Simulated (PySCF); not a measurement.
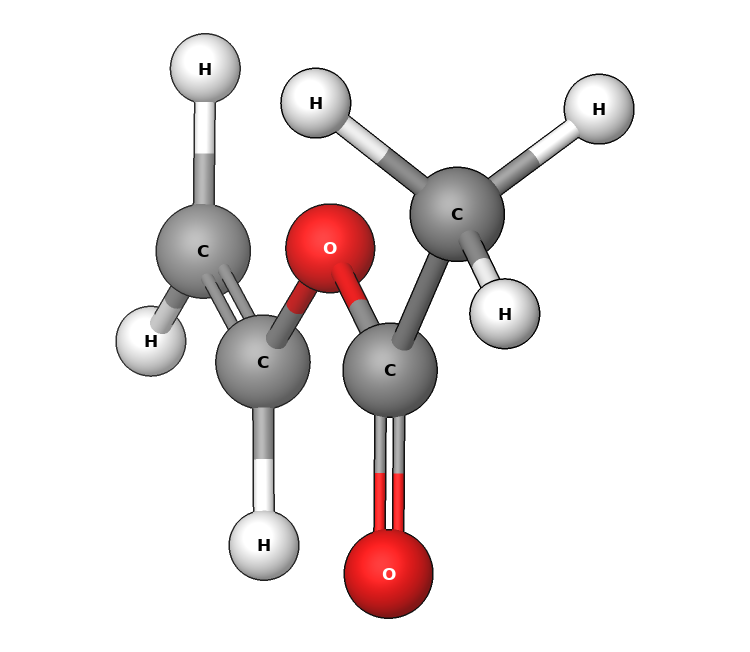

Multiple sticks mark multiple bonds (one Kekulé form).

Computed geometry: GFN2-xTB optimisation. No frequency run is at hand to confirm it as a minimum.

Description:

It has 12 atoms: 4 carbon, 6 hydrogen and 2 oxygen (C₄H₆O₂). SMILES: `C=COC(C)=O`. It has no ring. Among its groups: ester, alkene. The point group is Cs. Coordination: 3 C trigonal planar; 1 O bent; 1 C tetrahedral.

The parts below concern this one geometry. Atoms keep their numbers from picture to picture.

### Excitation

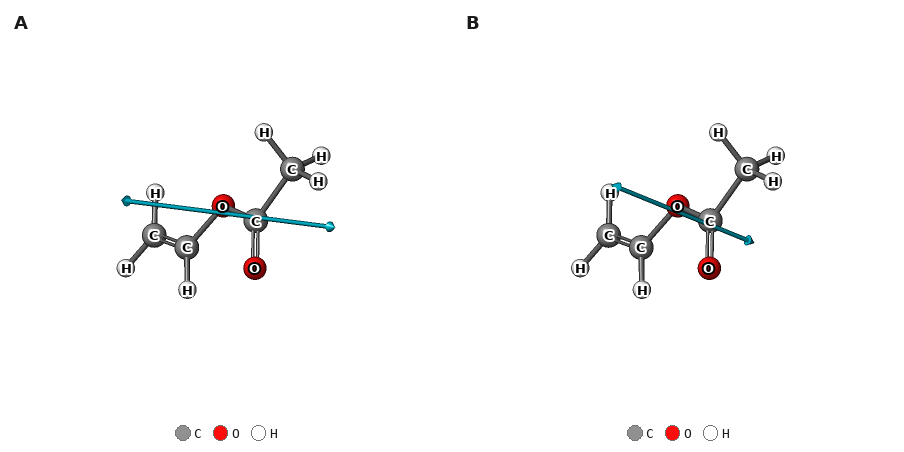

The double arrows show the directions of two transition dipoles from the ground state (lengths mean nothing). No frequency run is at hand to confirm it as a minimum. Method: TDDFT CAM-B3LYP/def2-SVPD, vertical, gas phase, core orbitals frozen in the response (PySCF 2.14.0).

One belongs to singlet state 2 and one to singlet state 3. Which is which?

Answer. A: state 2, 6.66 eV (186 nm), oscillator strength 0.45, mainly HOMO → LUMO (weight 0.97).
B: state 3, 7.25 eV (171 nm), oscillator strength 0.049, mainly HOMO → LUMO+1 (weight 0.67).

### Polarisability

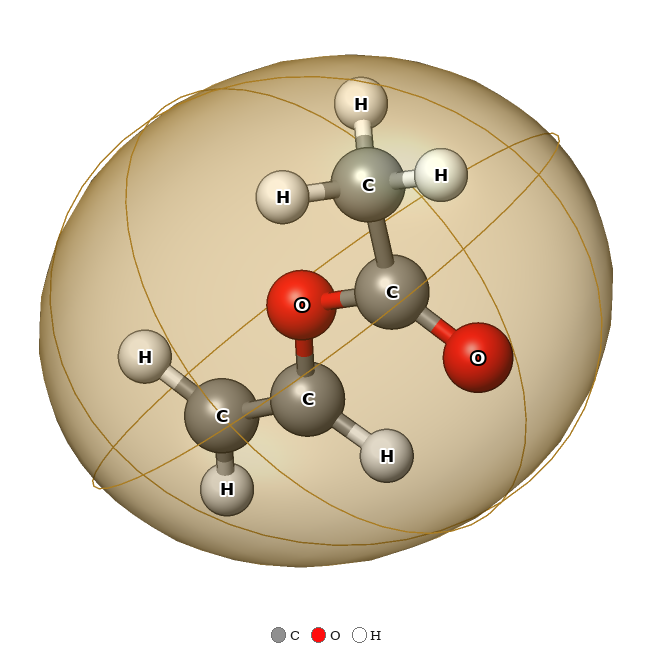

The ellipsoid shows the static dipole polarisability: its half-axes are proportional to the principal values. No frequency run is at hand to confirm it as a minimum. Level of theory: CAM-B3LYP/def2-SVPD (PySCF 2.14.0).

Give the principal values, the mean and the anisotropy.

Answer. Principal values 40.2, 54.3, 79.1 bohr³; mean 57.9 bohr³ (8.58 Å³); anisotropy 34.1 bohr³, so the longest axis is 1.97 times the shortest.

### Core levels

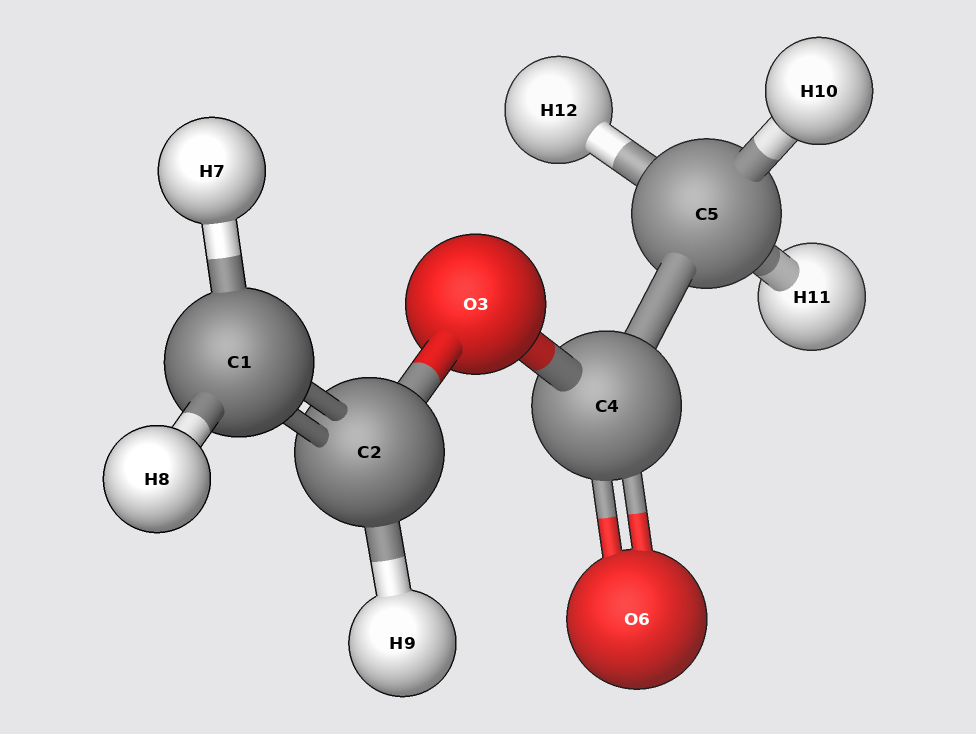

No frequency run is at hand to confirm it as a minimum. Properties computed with delta-SCF UKS SCAN, pcX-2 on the ionised atom, pcseg-1 elsewhere, spin-free X2C (PySCF 2.14.0).

Give the core-electron binding energies (to vacuum) of C1 1s, C2 1s, O3 1s, C4 1s, C5 1s, O6 1s.

```json
{"atom": "C1", "level": "1s", "binding energy (eV)": "290.4"}
{"atom": "C2", "level": "1s", "binding energy (eV)": "292.4"}
{"atom": "O3", "level": "1s", "binding energy (eV)": "539.8"}
{"atom": "C4", "level": "1s", "binding energy (eV)": "294.6"}
{"atom": "C5", "level": "1s", "binding energy (eV)": "291.4"}
{"atom": "O6", "level": "1s", "binding energy (eV)": "537.8"}
```
